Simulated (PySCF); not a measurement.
## Electronic structure of C2H7ClGeO in real space

```xyz
12

C    -1.8975    0.1082   -0.6095
O    -0.9355   -0.9014   -0.3951
Ge    0.5271   -0.8080    0.5808
C     1.8029    0.5744   -0.0644
Cl   -0.0554   -0.3251    2.5599
H    -1.5071    0.8971   -1.2577
H    -2.2281    0.5556    0.3317
H    -2.7523   -0.3623   -1.0980
H     0.9318   -2.2569    0.4758
H     2.0051    0.4369   -1.1222
H     1.3732    1.5623    0.0886
H     2.7372    0.5186    0.4840
```

Geometry: GFN2-xTB.

Computed with wB97X-D/def2-SVPD, SCF density, gas phase in PySCF 2.14.0.

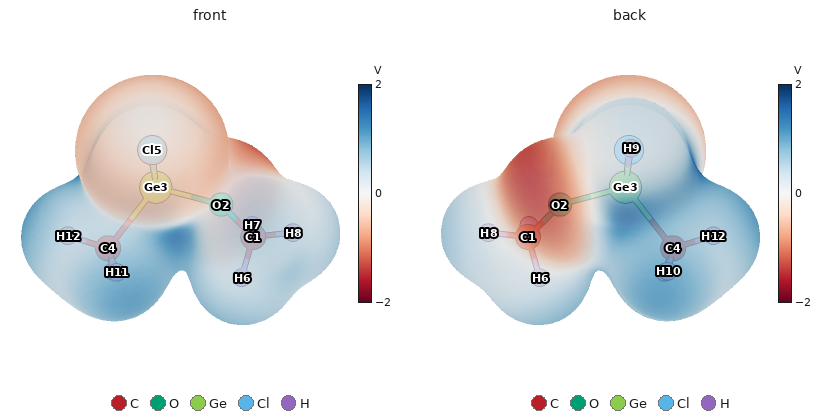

Figure 1. The molecular electrostatic potential painted on the density surface at 0.002 e/bohr³, seen from the front and from behind; red is negative and blue positive.

> Which sites attract a positive test charge, and which a negative one?

A positive charge is drawn to the negative regions and a negative charge to the positive ones. The most negative region (about −1.4 V) lies over O2, the most positive (about +1.6 V) over Ge3. O2 is the likeliest acceptor of a hydrogen bond.

> What dipole moment does the calculation give?

Its dipole moment is 2.19 D.

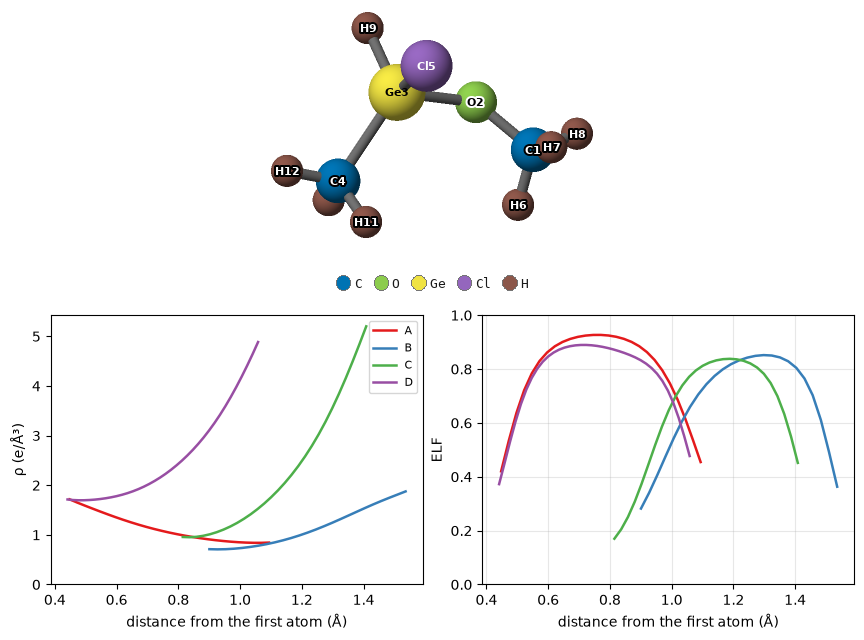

Figure 2. Total electron density and electron localisation function along straight lines between neighbouring atoms. The curves leave out the atomic cores. The structure is drawn too.

> Which curve belongs to which contact (C–Ge, C–O, Ge–Cl and Ge–O)? The first atom named is at distance zero.

Curve A: C–Ge (1.99 Å): ρ is about 0.85 e/Å³ halfway; the ELF peaks at about 0.95 between the atoms, as expected for localised, covalent bonding. Curve B: Ge–Cl (2.12 Å): ρ at the midpoint is about 0.78 e/Å³; the ELF peaks at about 0.85 in the valence shell of Cl, 0.8 Å from its nucleus, and is about 0.65 at the midpoint. Curve C: Ge–O (1.76 Å): ρ is about 0.98 e/Å³ halfway; the ELF peaks at about 0.85 in the valence shell of O, 0.6 Å from its nucleus, and is about 0.30 at the midpoint. Curve D: C–O (1.41 Å): the density is about 2 e/Å³ at the midpoint, with its minimum of 1.7 e/Å³ about 0.5 Å from C; the ELF peaks at about 0.90 between the atoms; a shared but strongly polarised pair.
